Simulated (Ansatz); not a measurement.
CH₆Ge···H (doublet)

```xyz
9

Ge    0.0263    0.0054   -0.1949
H    -0.1426   -0.2280    1.3194
H     1.5303    0.1406   -0.5043
C    -0.9288    1.6165   -0.7478
H    -1.9996    1.5253   -0.5166
H    -0.5315    2.4963   -0.2218
H    -0.8174    1.7766   -1.8297
H    -0.5178   -1.2239   -0.9491
H    -0.1039   -0.0684    4.1911
```

Method: UKS PBE0-D4/def2-SVP (Ansatz 0.2.0).

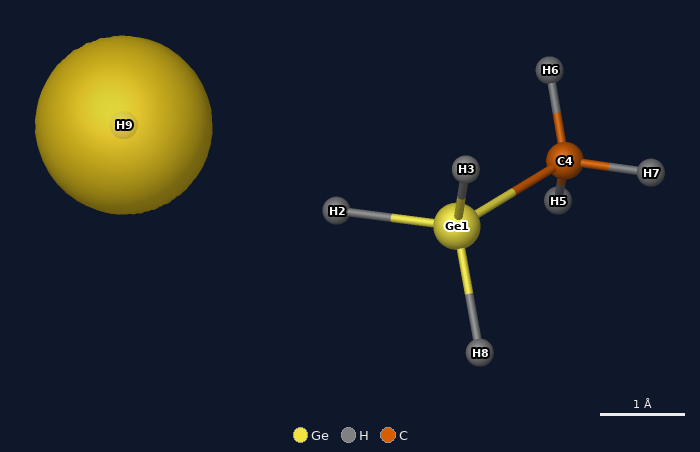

Figure 1. Isosurface of the spin density at +0.04 e/Å³ (yellow), seen at an oblique angle.

Which atoms carry the spin?

The unpaired spin (1 electron) lies mostly on H9 (about 1.0), in electrons by Hirshfeld's partition.

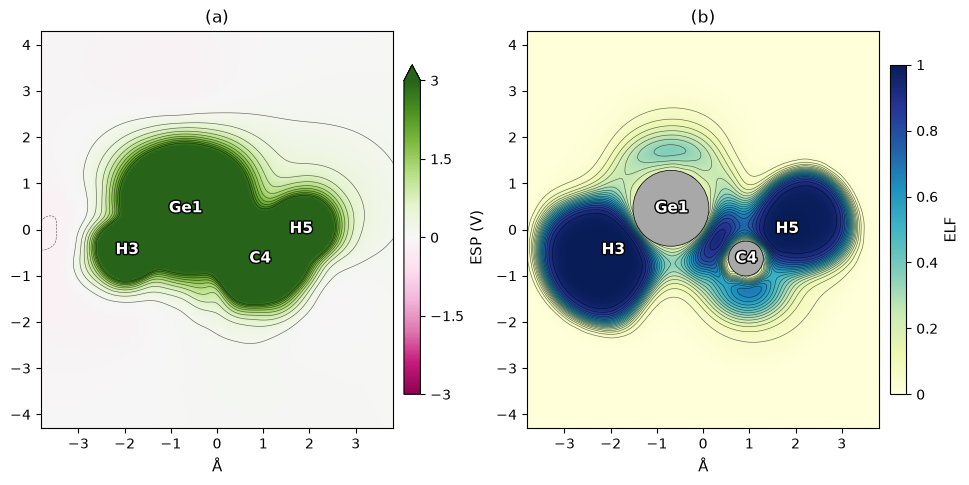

Figure 2. (a) molecular electrostatic potential; (b) electron localisation function on the plane of atoms H3, Ge1 and C4. Grey discs cover the atomic cores in the ELF map.

Interpret the plot.

- The section cuts through Ge, H and C sites.
- C–Ge (1.95 Å): the ELF peaks at about 0.95 in the valence shell of C, 0.7 Å from its nucleus, and is about 0.70 at the midpoint.
- C–H (1.10 Å): the ELF climbs to about 1 towards the hydrogen, as it does in any bond to H: a covalent bond by its length.
- Ge–H (1.54 Å): the ELF climbs to about 1 towards the hydrogen.
- The potential has no marked negative region in this plane.

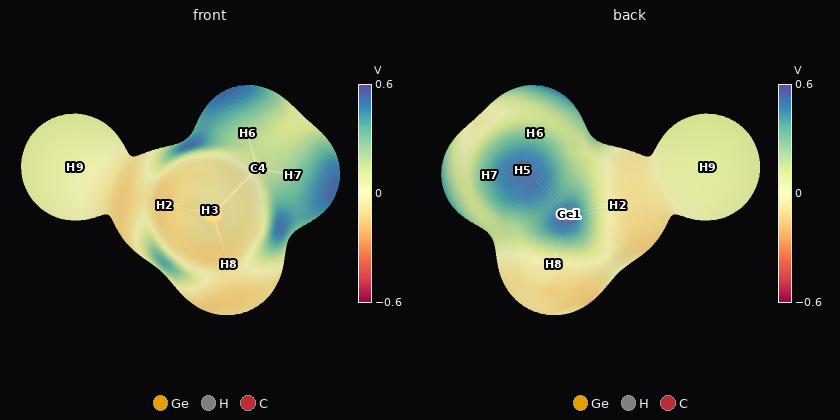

Figure 3. The electrostatic potential painted on the density surface at 0.001 e/bohr³, seen from the front and from behind; the colour scale runs from red (negative) to blue (positive).

Where is the surface potential most negative and most positive?

The most negative region (about −0.2 V) lies over H2, H3 and H8, the most positive (about +0.5 V) over Ge1, H5, H6 and H7.
